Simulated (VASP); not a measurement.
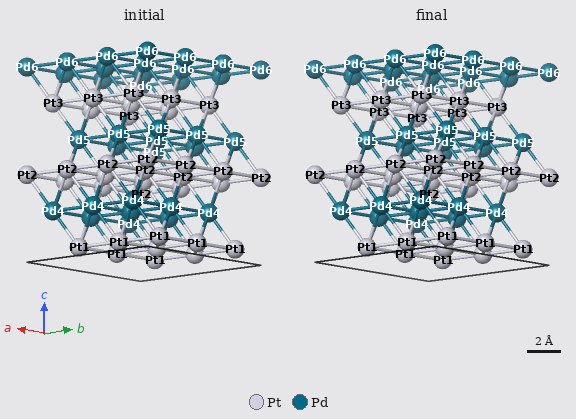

The structure of a slab of composition PdPt before (left) and after (right) a relaxation, at one scale.

A ball-and-stick model of the 3 × 3 repeat of the cell, outlined in the plane, without the vacuum, seen from a free direction.

The run lets the atoms move in a fixed cell. 3 atoms are held fixed.

Method: Kohn-Sham DFT of a periodic cell, PBEsol, VASP PAW PBE potentials, recommended in VASP 6.6.1.

Input file:
```
SYSTEM = PdPt
ALGO = Normal
DIPOL = 0.5 0.5 0.500
EDIFF = 1E-6
EDIFFG = -0.01
ENCUT = 520
GGA = PS
IBRION = 2
IDIPOL = 3
ISIF = 2
ISMEAR = 0
LASPH = .TRUE.
LCHARG = .FALSE.
LDIPOL = .TRUE.
LREAL = .FALSE.
LWAVE = .FALSE.
NELM = 60
NSW = 60
PREC = Accurate
SIGMA = 0.05
```

Launched with:
```bash
cat potpaw_PBE.64/Pt/POTCAR potpaw_PBE.64/Pd/POTCAR > POTCAR
mpirun -np 1 vasp_std > vasp.out
```

What changed between the two?

Answer. Over 11 geometry steps the energy falls by 25.2 meV per cell of the calculation. The largest force component goes from 0.19 to 0.36 eV/Å. Pd6 moves most: 0.15 Å along the normal (−c). Largest moves by element: Pd 0.15 Å, Pt 0.12 Å. The cell stays as it was. Some distances before and after: Pt2–Pd5 2.784 → 2.730 Å, Pt3–Pd5 2.784 → 2.737 Å, Pt3–Pd6 2.784 → 2.762 Å.
